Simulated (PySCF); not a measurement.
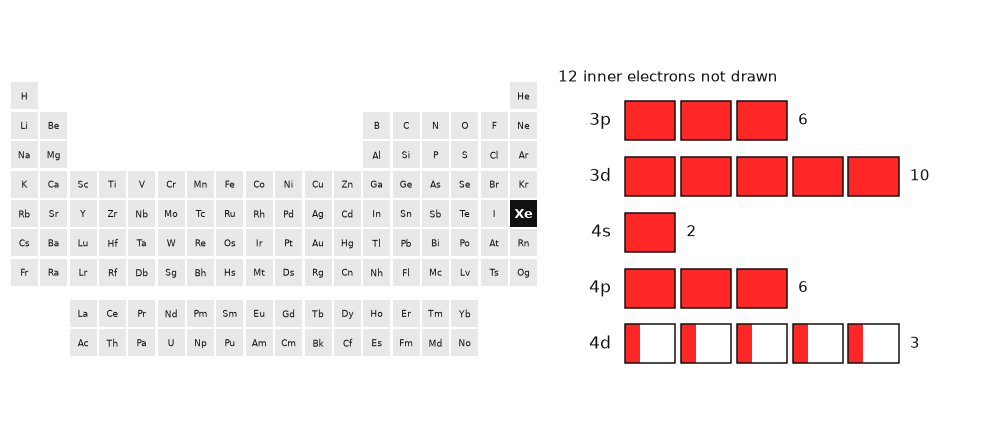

Figure 1. Left, the place of xenon in the periodic table; right, the outer shells of the nominal configuration: a box for each of the 2l + 1 orbitals, shaded by the share of the shell that is filled, with the electron count at the right.

## Run report: Xe¹⁵⁺, atomic calculation

- system: Xe¹⁵⁺, configuration 1s2 2s2 2p6 3s2 3p6 3d10 4s2 4p6 4d3, multiplicity 4.
- method: unrestricted MN15, jorge-DZP-DKH, spin-free X2C-1e, Gaussian nucleus (PySCF)

### Input
```python
from pyscf import gto, scf, dft, mp, cc
import basis_set_exchange as bse
mol = gto.M(atom="Xe 0 0 0", charge=15, spin=3, symmetry="D2h",
            basis=gto.basis.parse(bse.get_basis("jorge-DZP-DKH", elements=["Xe"], fmt="nwchem", header=False)),
            nucmod="G")
mf = dft.UKS(mol, xc="MN15").sfx2c1e()
mf.irrep_nelec = {'Ag': (6, 6), 'B1g': (2, 1), 'B2g': (2, 1), 'B3g': (2, 1), 'B1u': (3, 3), 'B2u': (3, 3), 'B3u': (3, 3)}
mf.kernel()
```

The script is an equivalent of what the driver set up; the driver started from orbitals of its own, so the log can be shorter than this script's would be, and it computed the properties (radii, ⟨L²⟩, response) afterwards. It held the occupations shell by shell, which the script's counts by irreducible representation don't always enforce.

Hardware: 1 thread of Arm Neoverse V2, 108 GiB of memory available, shared host.

Launched within a batch (the task file carries these settings):
```bash
OMP_NUM_THREADS=1 python <driver script> TASK.json OUT
```

### Log (extracts)
```
damping factor = 0
level_shift factor = 0
DIIS = <class 'pyscf.scf.diis.CDIIS'>
diis_start_cycle = 1
diis_space = 10
diis_damp = 0
SCF conv_tol = 1e-09
SCF conv_tol_grad = None
number electrons alpha = 21  beta = 18
XC functionals = MN15
    H. S. Yu, X. He, S. L. Li, and D. G. Truhlar.,  Chem. Sci. 7, 5032-5051 (2016)
    H. S. Yu, X. He, S. L. Li, and D. G. Truhlar.,  Chem. Sci. 7, 5032-5051 (2016)
cycle= 1 E= -7365.20544488198  delta_E= -0.0758  |g|= 0.0917  |ddm|= 0.188
cycle= 2 E= -7365.20548702309  delta_E= -4.21e-05  |g|= 0.00572  |ddm|= 0.00549
cycle= 3 E= -7365.20548716548  delta_E= -1.42e-07  |g|= 0.000303  |ddm|= 0.000269
cycle= 4 E= -7365.20548716652  delta_E= -1.04e-09  |g|= 2.38e-05  |ddm|= 3.22e-05
cycle= 5 E= -7365.20548716654  delta_E= -1.82e-11  |g|= 3.08e-07  |ddm|= 2.56e-06
converged SCF energy = -7365.20548716654  <S^2> = 3.7500221  2S+1 = 4.000011
```

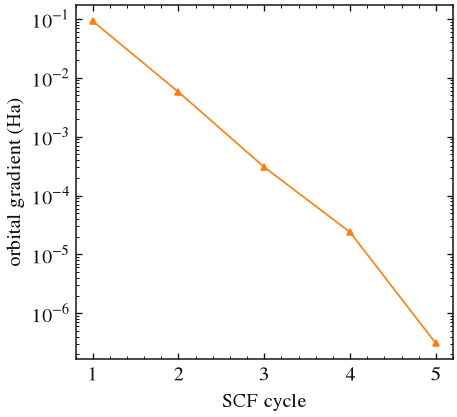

Figure 2. Convergence: orbital gradient against the SCF cycle. The residual falls at every step. It goes from 0.092 to 3.1×10⁻⁷ in 5 steps.

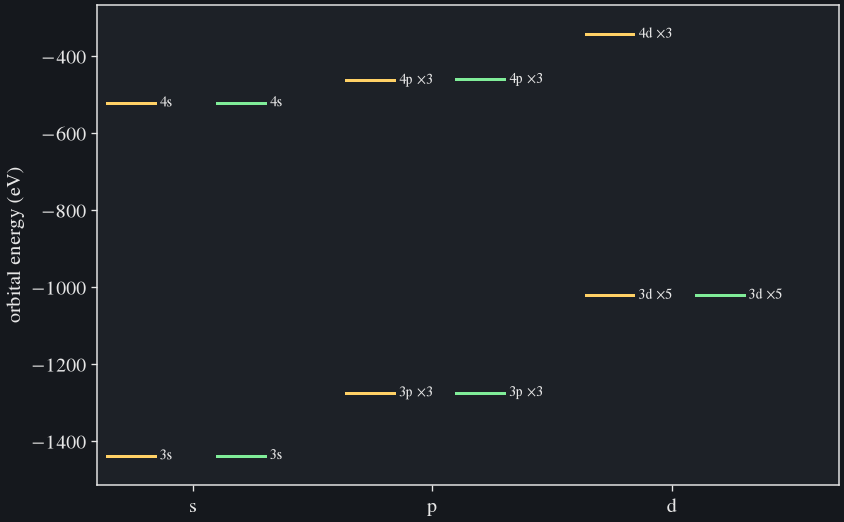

Figure 3. Orbital energies of the mean field, from the top down to −1438 eV, by angular momentum, α spin at the left of each column and β at the right; ×n counts the orbitals under one label. The highest filled orbital is 4d α at −343.1 eV, the lowest empty one d α at −336.0 eV.

### Outcome

- outcome: converged
- total energy: −7365.2055 hartree
- ⟨S²⟩: 3.750
- ⟨L²⟩: 12.00
- SCF iterations: 5
- wall time: 1.6 s

### What is odd here

One thing in this input was made odd on purpose: basis of the neutral atom used for a highly charged ion. The program ran to the end. Its numbers are those of this setting; this run alone doesn't show how far the oddity moves them.
